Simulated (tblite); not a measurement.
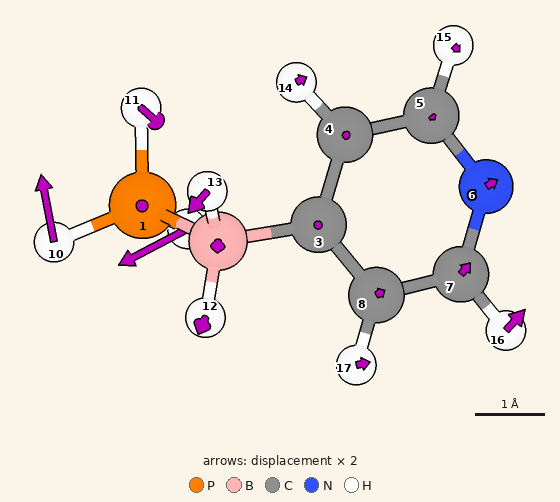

A relaxation of C$_{5}$H$_{9}$BNP. The starting structure is drawn; purple arrows show the displacements, 2 times their true length. The two geometries are superimposed by the best rigid fit.

Style: ball-and-stick. Shown face on.

Method: GFN2-xTB geometry optimisation, gas phase (tblite 0.8.0). 

Question: Which element moves most?

Answer: Hydrogen: up to 0.58 Å, against 0.13 Å for boron.

Question: Describe the change and its energy.

Answer: The energy falls by 19.2 kcal/mol in 66 geometry steps. The largest move after the best rigid fit is that of an H atom, 0.58 Å. By element the largest moves are H 0.58 Å, B 0.13 Å, C 0.12 Å, N 0.11 Å, P 0.10 Å. Among the contacts that change: H–P 1.430 → 1.382 Å, B–C 1.587 → 1.614 Å, C–N 1.349 → 1.323 Å, H–P 1.411 → 1.387 Å. Bond angles that change, for instance: H–P–H 113.2° → 97.4°, H–P–H 111.6° → 97.3°, B–P–H 105.7° → 118.4°. Groups turn about B–P by about 25°. Cost: 0.25 s on 1 thread of AMD EPYC 9R45 96-Core Processor, on a shared host.
